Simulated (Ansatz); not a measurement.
The parent structure is SiC in the zinc blende structure (space group F-43m, No. 216; a = 4.329 Å). Axes: x, y, z lie along the cube axes.

One thing is altered: uniaxial strain ε_zz = +1.50 %, all other strain components held at zero, atoms relaxed at fixed cell.

Method: LDA (Ansatz, a quantum-chemistry and plane-wave program), without spin-orbit coupling.

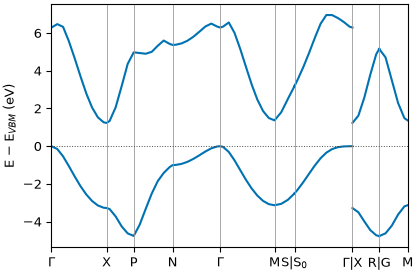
Highest valence and lowest conduction band along the path of the changed cell's own zone

From the figure, how large is the changed gap, and is it direct?

About 1.2 eV, indirect, Γ → X.

No phonon test of stability was made. Labels are those of the standard path for the cell's own space group.
